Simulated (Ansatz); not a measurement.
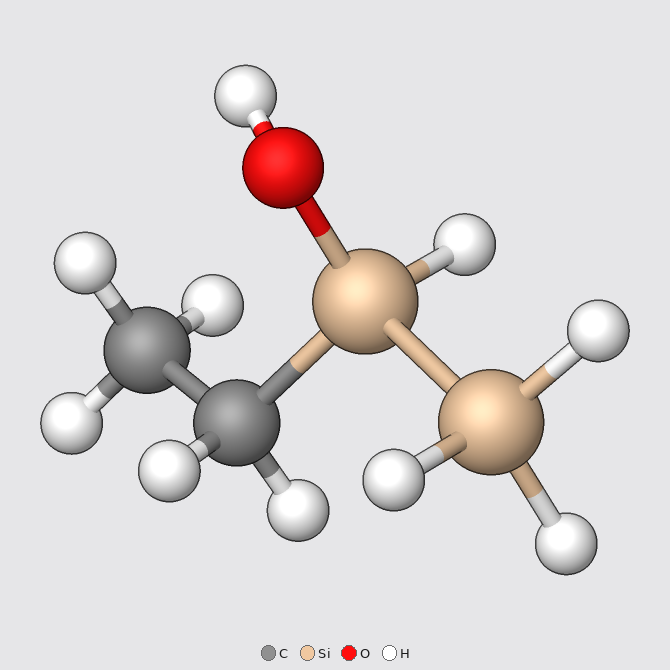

(Drawn from a calculation with Ansatz.)

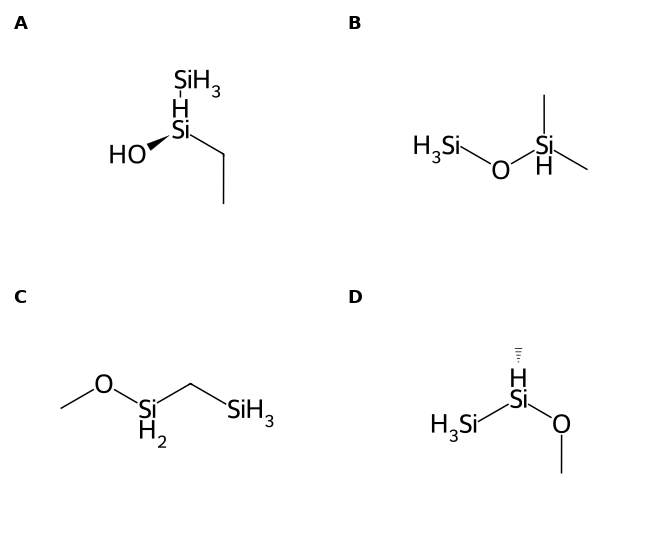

Question: The first picture shows one of the molecules drawn in the second. Which?

Answer: A, `CC[Si@@H](O)[SiH3]`.
